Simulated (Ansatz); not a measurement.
# B2H4: search for lower mean-field states

The task is a search for lower mean-field states, for B2H4. SMILES: BB.

Program: the Python package of Ansatz 0.2.0. Level of theory: Hartree-Fock/cc-pVDZ. These are calculated values, not measurements.

## Step 1: The structure

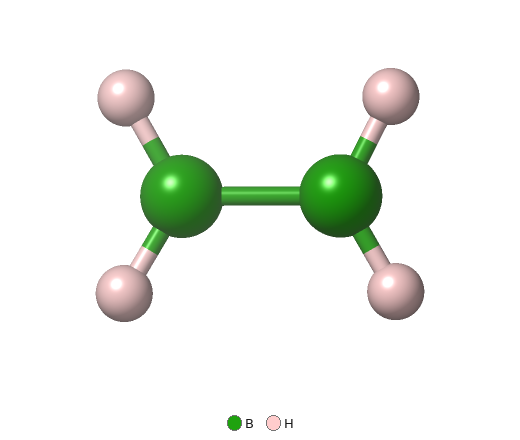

The starting structure, viewed from a chosen angle; boron green, hydrogen pink.

The script holds or builds the structure itself.

## Step 2: The code

states_b2h4.py reads:

```python
# -*- coding: utf-8 -*-
"""Does a wider search find a lower mean-field state of B2H4?"""

import ansatz as az
import numpy as np


def main():
    b2h4 = (
        az.Crystal.molecule()
        .atom("B", (-0.2087, -0.8362, -0.0744))
        .atom("B", (0.2382, 0.7761, 0.0785))
        .atom("H", (-0.6206, -1.4077, 0.8505))
        .atom("H", (-0.2084, -1.2827, -1.1586))
        .atom("H", (0.5746, 1.3897, -0.8889))
        .atom("H", (0.2671, 1.2968, 1.1468))
    )
    symbols = [site.symbol for site in b2h4.cartesian_sites]

    start = np.array([site.position_ang for site in b2h4.cartesian_sites])
    for factor in [1.0, 1.5]:
        xyz = (start - start.mean(axis=0)) * factor
        scaled = az.Crystal.molecule()
        for symbol, place in zip(symbols, xyz):
            scaled = scaled.atom(symbol, place.tolist())
        base = scaled.calculation()
        base = base.basis(gaussian="cc-pVDZ")
        base = base.functional("hf").spin("collinear")
        for search in ("off", "standard"):
            try:
                report = base.scf(lower_state_search=search).run(threads=1).report
            except az.AnsatzError as error:
                print(f"x{factor} search {search}: {type(error).__name__}")
                continue
            state = report["mean_field"]["state"]
            print(f"all distances x{factor}, search {search:8s} E = {report['free_energy_ev']:.5f} eV  <S^2> = {abs(state['spin_squared']):.3f}  other states met: {len(report['mean_field']['others'])}")


if __name__ == "__main__":
    main()
```

## Step 3: The input behind the calls

The package turns the script's settings into the engine's input (first run):

```yaml
crystal:
  periodic: [false, false, false]
  atoms:
    - { symbol: B, position_ang: [-0.2157333333333333, -0.8255333333333335, -0.06671666666666666] }
    - { symbol: B, position_ang: [0.2311666666666667, 0.7867666666666666, 0.08618333333333333] }
    - { symbol: H, position_ang: [-0.6276333333333334, -1.3970333333333333, 0.8581833333333334] }
    - { symbol: H, position_ang: [-0.2154333333333333, -1.2720333333333333, -1.1509166666666668] }
    - { symbol: H, position_ang: [0.5675666666666667, 1.4003666666666665, -0.8812166666666666] }
    - { symbol: H, position_ang: [0.26006666666666667, 1.3074666666666666, 1.1544833333333333] }
basis:
  gaussian:
    orbitals: cc-pVDZ
hamiltonian:
  xc: hf
magnetization:
  spin_polarized: true
scf:
  lower_state_search: "off"
```

## Step 4: Running it

On the command line:

```sh
$ python states_b2h4.py
```

Output:

```text
all distances x1.0, search off      E = -1404.49123 eV  <S^2> = 0.000  other states met: 0
all distances x1.0, search standard E = -1404.49123 eV  <S^2> = 0.000  other states met: 1
all distances x1.5, search off      E = -1394.83383 eV  <S^2> = 0.000  other states met: 0
all distances x1.5, search standard E = -1394.93534 eV  <S^2> = 0.456  other states met: 2
```

It took 1.4 s on 1 thread of Arm Neoverse V2, shared host; peak memory 0.15 GiB.

## Step 5: What changed from run to run

The engine's inputs for the other runs:

Run 2, against run 1:

```diff
@@ -18 +18 @@
-  lower_state_search: "off"
+  lower_state_search: standard
```

Run 3, against run 1:

```diff
@@ -4,6 +4,6 @@
-    - { symbol: B, position_ang: [-0.2157333333333333, -0.8255333333333335, -0.06671666666666666] }
-    - { symbol: B, position_ang: [0.2311666666666667, 0.7867666666666666, 0.08618333333333333] }
-    - { symbol: H, position_ang: [-0.6276333333333334, -1.3970333333333333, 0.8581833333333334] }
-    - { symbol: H, position_ang: [-0.2154333333333333, -1.2720333333333333, -1.1509166666666668] }
-    - { symbol: H, position_ang: [0.5675666666666667, 1.4003666666666665, -0.8812166666666666] }
-    - { symbol: H, position_ang: [0.26006666666666667, 1.3074666666666666, 1.1544833333333333] }
+    - { symbol: B, position_ang: [-0.32359999999999994, -1.2383000000000002, -0.100075] }
+    - { symbol: B, position_ang: [0.34675, 1.1801499999999998, 0.129275] }
+    - { symbol: H, position_ang: [-0.9414500000000001, -2.0955500000000002, 1.2872750000000002] }
+    - { symbol: H, position_ang: [-0.32314999999999994, -1.90805, -1.7263750000000002] }
+    - { symbol: H, position_ang: [0.85135, 2.1005499999999997, -1.321825] }
+    - { symbol: H, position_ang: [0.3901, 1.9611999999999998, 1.731725] }
```

Run 4, against run 1:

```diff
@@ -4,6 +4,6 @@
-    - { symbol: B, position_ang: [-0.2157333333333333, -0.8255333333333335, -0.06671666666666666] }
-    - { symbol: B, position_ang: [0.2311666666666667, 0.7867666666666666, 0.08618333333333333] }
-    - { symbol: H, position_ang: [-0.6276333333333334, -1.3970333333333333, 0.8581833333333334] }
-    - { symbol: H, position_ang: [-0.2154333333333333, -1.2720333333333333, -1.1509166666666668] }
-    - { symbol: H, position_ang: [0.5675666666666667, 1.4003666666666665, -0.8812166666666666] }
-    - { symbol: H, position_ang: [0.26006666666666667, 1.3074666666666666, 1.1544833333333333] }
+    - { symbol: B, position_ang: [-0.32359999999999994, -1.2383000000000002, -0.100075] }
+    - { symbol: B, position_ang: [0.34675, 1.1801499999999998, 0.129275] }
+    - { symbol: H, position_ang: [-0.9414500000000001, -2.0955500000000002, 1.2872750000000002] }
+    - { symbol: H, position_ang: [-0.32314999999999994, -1.90805, -1.7263750000000002] }
+    - { symbol: H, position_ang: [0.85135, 2.1005499999999997, -1.321825] }
+    - { symbol: H, position_ang: [0.3901, 1.9611999999999998, 1.731725] }
@@ -18 +18 @@
-  lower_state_search: "off"
+  lower_state_search: standard
```

Lines on the test bed's own set-up are left out of the output.

A comment line of the script is reworded here; the code is as run.

## Step 6: The engine's runs

The 4 runs, in the order started:

```tsv
run	search	energy from run 1 (eV)	<S²>	SCF cycles	CPU time (s)
1	off	0.0000	0.00	10	0.11
2	standard	0.0000	0.00	39	0.2
3	off	9.6574	0.00	11	0.1
4	standard	9.5559	0.46	169	0.57
```

## Step 7: What came out

| quantity | value |
| --- | --- |
| lower state found by the search | 0.102 eV lower at distances × 1.5 |
| runs compared | 4 |

In words: Where bonds are stretched, a single start can end above the lowest mean-field state, which breaks spin symmetry. All 4 runs converged, in 10 to 169 cycles. What to keep in mind:
- The count of other states can hold repeated and symmetry-equivalent ends of the search; scaling all distances is a test, and for more than two atoms no physical path.
- The geometry comes from a force field and isn't relaxed at this level.
